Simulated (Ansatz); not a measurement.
```xyz
11

Si   -0.4052    1.7718   -1.5881
H    -2.7029   -1.3077    0.3875
F    -1.0989    0.9552   -2.7015
F    -1.4692    2.5355   -0.7681
F     0.5832    2.7765   -2.2208
H     1.6040   -0.8442    1.0979
F     0.3680    0.8097   -0.6531
H    -2.0216   -1.4057    0.6359
N     1.9542   -1.4943    1.7745
H     1.7759   -2.4165    1.4262
H     1.4126   -1.3801    2.6095
```

All numbers below come from RHF/def2-mTZVP in Ansatz 0.2.0.

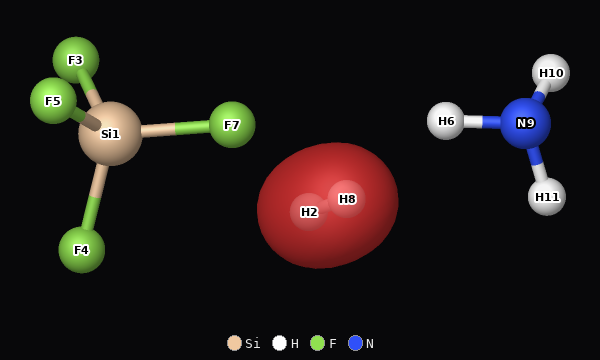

SiF4···H2···NH3. The HOMO−1 at ±0.3 Å⁻³ᐟ² (green and red are the two phases), seen from one side.

**What is the character of this orbital?**

Its weight (Hirshfeld) is mainly on H2 (about 50 %) and H8 (about 50 %). Its energy is −16.54 eV.
